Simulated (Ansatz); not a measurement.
**Geometry relaxation, with input and output: Al₂BH₅O (part 2 of 2)**

Al₂BH₅O; RKS B3LYP-D4/def2-SVP (Ansatz 0.2.0). It belongs to a series of runs on one base structure; here: end point B relaxed.

Geometry of the input (Å):
```
B  -0.0478  2.1275  -1.0253
Al -0.0521  0.2621  -0.0867
O  -1.3799  0.1994  0.9138
Al 0.9052  -2.0637  0.3916
H  -0.4105  2.2388  -2.1425
H  0.6979  2.9773  -0.6884
H  -2.1358  0.1672  1.4868
H  0.1439  -2.8853  1.5223
H  2.0919  -2.9346  -0.1963
```

**Trajectory as extended XYZ, continued**
```
9
Properties=species:S:1:pos:R:3:forces:R:3 step=7 energy=-15993.09408
B     0.2082    1.8452   -1.0651    0.0216  -0.0245  -0.0350
Al   -0.4290    0.2529    0.2063    0.0667   0.0168  -0.0767
O    -1.8388    0.4287    1.1092   -0.1835   0.0840   0.0846
Al    0.8982   -2.0020    0.3748    0.0374  -0.0427   0.0195
H    -0.1039    1.9168   -2.2388   -0.0049  -0.0193   0.0912
H     0.9947    2.7036   -0.7188   -0.0412  -0.0374   0.0133
H    -2.6191    0.4305    1.6579    0.1549  -0.0547  -0.0784
H     0.5764   -3.1478    1.4496   -0.0127   0.0576  -0.0296
H     2.1261   -2.3392   -0.5996   -0.0384   0.0202   0.0111
9
Properties=species:S:1:pos:R:3:forces:R:3 step=8 energy=-15993.09560
B     0.2125    1.8455   -1.0672   -0.0461   0.0280  -0.0135
Al   -0.4185    0.2483    0.1928    0.0531  -0.0157  -0.0196
O    -1.8255    0.4179    1.1031   -0.0901   0.0895   0.0116
Al    0.9018   -2.0045    0.3750   -0.0043  -0.0013   0.0079
H    -0.1180    1.9277   -2.2338    0.0245  -0.0157   0.0546
H     0.9858    2.7114   -0.7121   -0.0122  -0.0409  -0.0058
H    -2.6020    0.4180    1.6542    0.0737  -0.0513  -0.0257
H     0.5512   -3.1271    1.4624    0.0172   0.0200  -0.0273
H     2.1255   -2.3485   -0.5991   -0.0157  -0.0125   0.0178
9
Properties=species:S:1:pos:R:3:forces:R:3 step=9 energy=-15993.09856
B     0.2126    1.8438   -1.0612   -0.0334   0.0256  -0.0036
Al   -0.4188    0.2461    0.1922    0.0538  -0.0348  -0.0099
O    -1.8333    0.4349    1.0875    0.0800   0.1106  -0.1183
Al    0.9040   -2.0066    0.3770   -0.0147   0.0152   0.0039
H    -0.1332    1.9393   -2.2202    0.0128  -0.0140   0.0104
H     0.9970    2.6997   -0.7105    0.0033  -0.0195   0.0054
H    -2.6018    0.4098    1.6427   -0.1040  -0.0770   0.1134
H     0.5705   -3.1207    1.4756    0.0092   0.0041  -0.0086
H     2.1157   -2.3576   -0.6078   -0.0070  -0.0101   0.0073
9
Properties=species:S:1:pos:R:3:forces:R:3 step=10 energy=-15993.13237
B     0.2297    1.8377   -1.0283    0.0585   0.0947  -0.0347
Al   -0.4354    0.2462    0.1866   -0.0101  -0.1897   0.1274
O    -1.9072    0.5696    0.9757   -0.7070  -0.0773   0.5137
Al    0.9065   -2.0138    0.4027   -0.0552   0.0722  -0.0422
H    -0.2193    2.0190   -2.1368    0.0175   0.0141  -0.0702
H     1.1067    2.6112   -0.7088   -0.0123   0.0019  -0.0058
H    -2.6098    0.2901    1.5874    0.7524   0.0733  -0.5375
H     0.7229   -3.0739    1.5836   -0.0067   0.0019   0.0175
H     2.0186   -2.3974   -0.6867   -0.0371   0.0089   0.0317
9
Properties=species:S:1:pos:R:3:forces:R:3 step=11 energy=-15993.03858 accepted=F
B     0.2436    1.8564   -1.0128    0.2263   0.3682  -0.3089
Al   -0.4270    0.2679    0.1739   -0.2965  -0.3003   0.2577
O    -1.9545    0.6415    0.8849   -1.7056  -1.5556   1.8904
Al    0.8748   -2.0129    0.4319    0.0620  -0.0158   0.0235
H    -0.2874    2.1201   -2.0813    0.1604  -0.0301   0.1809
H     1.2000    2.5573   -0.7200   -0.1955  -0.0712  -0.0900
H    -2.5600    0.1121    1.5346    1.8983   1.4626  -1.9223
H     0.8206   -3.0109    1.6976   -0.0290   0.1277  -0.1422
H     1.9026   -2.4429   -0.7334   -0.1204   0.0145   0.1108
9
Properties=species:S:1:pos:R:3:forces:R:3 step=12 energy=-15993.16184
B     0.2337    1.8507   -1.0323    0.0392   0.0723  -0.0364
Al   -0.4342    0.2534    0.1826    0.0199  -0.1109   0.0396
O    -1.9140    0.5788    0.9634   -0.4626  -0.0375   0.3445
Al    0.8843   -2.0068    0.4048   -0.0084   0.0154   0.0022
H    -0.2020    2.0307   -2.1482    0.0231  -0.0013  -0.0287
H     1.1019    2.6305   -0.7033   -0.0140  -0.0043  -0.0031
H    -2.5550    0.2112    1.5874    0.4518   0.0434  -0.3309
H     0.7165   -3.0450    1.6101   -0.0131   0.0167  -0.0037
H     1.9815   -2.4148   -0.6891   -0.0360   0.0061   0.0167
9
Properties=species:S:1:pos:R:3:forces:R:3 step=13 energy=-15993.18288
B     0.2357    1.8634   -1.0439    0.0051   0.0516  -0.0296
Al   -0.4427    0.2612    0.1646    0.0215  -0.0337   0.0775
O    -1.9018    0.5944    0.9934   -0.2913  -0.0482   0.1600
Al    0.8640   -1.9977    0.4048   -0.0052  -0.0158  -0.0187
H    -0.1613    2.0248   -2.1772    0.0229  -0.0006  -0.0195
H     1.0765    2.6627   -0.6914   -0.0115  -0.0172  -0.0015
H    -2.5012    0.1269    1.5875    0.2952   0.0425  -0.1845
H     0.6877   -3.0195    1.6221   -0.0125   0.0160   0.0028
H     1.9558   -2.4276   -0.6846   -0.0242   0.0055   0.0136
9
Properties=species:S:1:pos:R:3:forces:R:3 step=14 energy=-15993.16242 accepted=F
B     0.1888    1.9173   -1.0321    0.5635  -0.4338  -0.3689
Al   -0.4654    0.3009    0.1767   -0.1276   0.2280   0.0088
O    -1.9333    0.5804    1.0197   -0.2772  -0.2187   0.2633
Al    0.8361   -1.9572    0.3939    0.0554  -0.0148  -0.0167
H    -0.0675    1.9737   -2.2251   -0.1475   0.1408   0.2398
H     1.1103    2.6408   -0.7063   -0.2271   0.1360   0.0649
H    -2.4245    0.0018    1.6188    0.2051   0.1512  -0.1944
H     0.6424   -2.9674    1.6175   -0.0239   0.0125   0.0041
H     1.9259   -2.4017   -0.6878   -0.0208  -0.0011  -0.0009
9
Properties=species:S:1:pos:R:3:forces:R:3 step=15 energy=-15993.19467
B     0.2383    1.8682   -1.0487   -0.0094   0.0394   0.0022
Al   -0.4452    0.2783    0.1789    0.0093  -0.0101  -0.0388
O    -1.9269    0.6006    0.9825   -0.2313  -0.1569   0.2396
Al    0.8521   -1.9905    0.4011   -0.0084   0.0131   0.0421
H    -0.1375    2.0182   -2.1917    0.0248  -0.0151   0.0088
H     1.0723    2.6705   -0.6876   -0.0019  -0.0051  -0.0122
H    -2.4527    0.0736    1.5999    0.2534   0.1274  -0.2310
H     0.6739   -3.0003    1.6284   -0.0111   0.0036  -0.0073
H     1.9385   -2.4299   -0.6875   -0.0252   0.0036  -0.0034
9
Properties=species:S:1:pos:R:3:forces:R:3 step=16 energy=-15993.19973
B     0.2460    1.8856   -1.0604   -0.0583   0.0299   0.0262
Al   -0.4491    0.3030    0.1739   -0.0113  -0.0708   0.0099
O    -1.9309    0.5654    1.0029   -0.1040  -0.0262   0.0928
Al    0.8389   -1.9729    0.4026   -0.0033   0.0449   0.0136
H    -0.1136    2.0207   -2.2105    0.0236  -0.0187   0.0115
H     1.0846    2.6836   -0.7019    0.0023  -0.0082  -0.0049
H    -2.4224    0.0072    1.6168    0.1730   0.0632  -0.1462
H     0.6378   -2.9735    1.6330   -0.0085  -0.0053   0.0001
H     1.9214   -2.4306   -0.6811   -0.0135  -0.0088  -0.0031
9
Properties=species:S:1:pos:R:3:forces:R:3 step=17 energy=-15993.20466
B     0.2353    1.8942   -1.0571    0.0485   0.1247  -0.0808
Al   -0.4443    0.3127    0.1558   -0.0461  -0.1211   0.1078
O    -1.9183    0.5734    1.0064    0.0208   0.0105  -0.0345
Al    0.8301   -1.9648    0.4012   -0.0228   0.0110   0.0017
H    -0.0711    1.9984   -2.2252    0.0111   0.0098   0.0085
H     1.0324    2.7228   -0.6717   -0.0157  -0.0081  -0.0198
H    -2.3498   -0.0432    1.6043    0.0015  -0.0212   0.0144
H     0.6120   -2.9396    1.6502    0.0069  -0.0012  -0.0039
H     1.8865   -2.4652   -0.6886   -0.0042  -0.0045   0.0067
9
Properties=species:S:1:pos:R:3:forces:R:3 step=18 energy=-15993.20649
B     0.2391    1.9079   -1.0609   -0.0069  -0.0006   0.0080
Al   -0.4389    0.3100    0.1576    0.0071   0.0013  -0.0034
O    -1.9193    0.5615    0.9989   -0.0027  -0.0009   0.0012
Al    0.8245   -1.9680    0.4063   -0.0016  -0.0027   0.0046
H    -0.0671    2.0137   -2.2279   -0.0040   0.0005  -0.0100
H     1.0292    2.7410   -0.6752    0.0050   0.0093   0.0033
H    -2.3392   -0.0599    1.6012    0.0040   0.0002  -0.0050
H     0.6182   -2.9326    1.6642   -0.0010  -0.0034   0.0063
H     1.8663   -2.4849   -0.6889    0.0001  -0.0038  -0.0050
9
Properties=species:S:1:pos:R:3:forces:R:3 step=19 energy=-15993.20675
B     0.2391    1.9161   -1.0611    0.0003  -0.0056   0.0168
Al   -0.4314    0.3117    0.1553    0.0113   0.0001  -0.0115
O    -1.9157    0.5566    0.9924    0.0024   0.0057  -0.0016
Al    0.8220   -1.9718    0.4108    0.0044   0.0048  -0.0025
H    -0.0642    2.0196   -2.2290   -0.0053   0.0007  -0.0101
H     1.0194    2.7570   -0.6716    0.0004   0.0044   0.0007
H    -2.3263   -0.0719    1.5935   -0.0111  -0.0042   0.0059
H     0.6207   -2.9266    1.6775   -0.0004   0.0004   0.0014
H     1.8491   -2.5021   -0.6924   -0.0020  -0.0063   0.0008
9
Properties=species:S:1:pos:R:3:forces:R:3 step=20 energy=-15993.20678
B     0.2414    1.9250   -1.0595   -0.0255   0.0098   0.0312
Al   -0.4214    0.3122    0.1531    0.0268   0.0127  -0.0209
O    -1.9095    0.5534    0.9858    0.0096  -0.0084  -0.0059
Al    0.8265   -1.9741    0.4134   -0.0060  -0.0210  -0.0087
H    -0.0679    2.0296   -2.2259    0.0059  -0.0057  -0.0099
H     1.0071    2.7786   -0.6674    0.0033  -0.0125  -0.0039
H    -2.3198   -0.0827    1.5794   -0.0121   0.0040   0.0075
H     0.6262   -2.9144    1.6917    0.0037   0.0084   0.0044
H     1.8301   -2.5390   -0.6954   -0.0058   0.0127   0.0062
9
Properties=species:S:1:pos:R:3:forces:R:3 step=21 energy=-15993.20691
B     0.2366    1.9340   -1.0551    0.0324  -0.0319   0.0072
Al   -0.4154    0.3103    0.1494   -0.0018   0.0261  -0.0100
O    -1.9051    0.5497    0.9802    0.0086  -0.0099  -0.0054
Al    0.8255   -1.9801    0.4124    0.0092  -0.0077  -0.0091
H    -0.0707    2.0358   -2.2226   -0.0096   0.0086  -0.0003
H     1.0071    2.7846   -0.6656   -0.0172  -0.0031   0.0023
H    -2.3205   -0.0851    1.5715   -0.0094   0.0003   0.0083
H     0.6340   -2.9047    1.7039    0.0021   0.0077  -0.0042
H     1.8212   -2.5559   -0.6987   -0.0143   0.0098   0.0112
9
Properties=species:S:1:pos:R:3:forces:R:3 step=22 energy=-15993.20707
B     0.2405    1.9293   -1.0553    0.0019   0.0016   0.0067
Al   -0.4158    0.3100    0.1500   -0.0063  -0.0014  -0.0042
O    -1.9072    0.5476    0.9781    0.0066  -0.0013  -0.0011
Al    0.8243   -1.9801    0.4117    0.0091   0.0079  -0.0028
H    -0.0717    2.0353   -2.2213    0.0022   0.0005   0.0005
H     1.0092    2.7807   -0.6646   -0.0047  -0.0071  -0.0017
H    -2.3231   -0.0832    1.5734   -0.0024   0.0022  -0.0007
H     0.6364   -2.9020    1.7053    0.0046  -0.0006  -0.0070
H     1.8202   -2.5490   -0.7019   -0.0110  -0.0019   0.0103
```

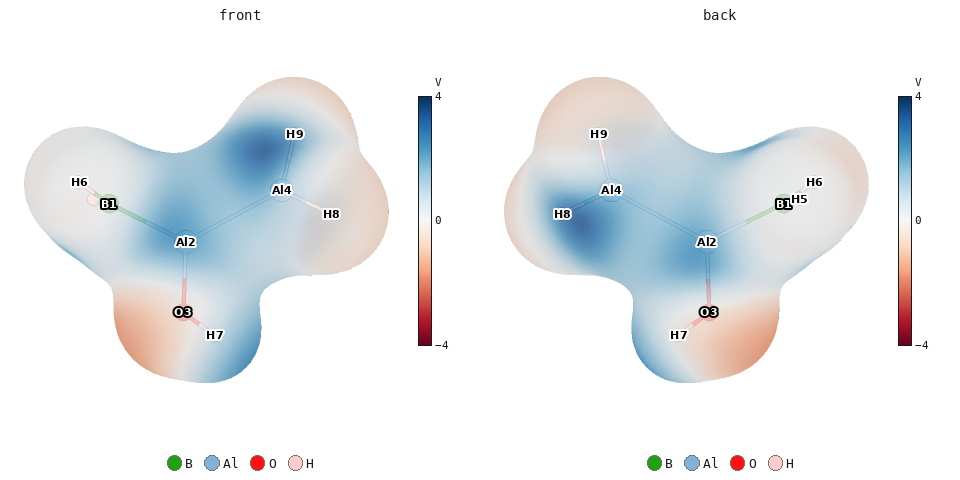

*The molecular electrostatic potential painted on the density surface at 0.002 e/bohr³, seen at a tilt and from behind; the colour scale runs from red (negative) to blue (positive).*

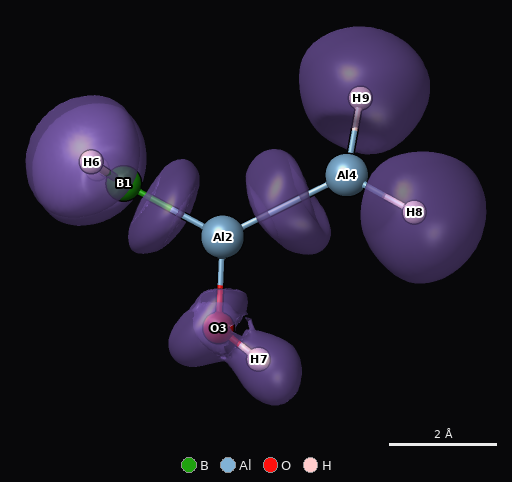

*Isosurface of the electron localisation function at 0.8 (purple), seen face on. Core shells and regions of very low density are left out.*

Values along the shortest contacts: Al–O (1.72 Å): the ELF peaks at about 0.85 in the valence shell of O, 0.6 Å from its nucleus, and is about 0.40 at the midpoint.
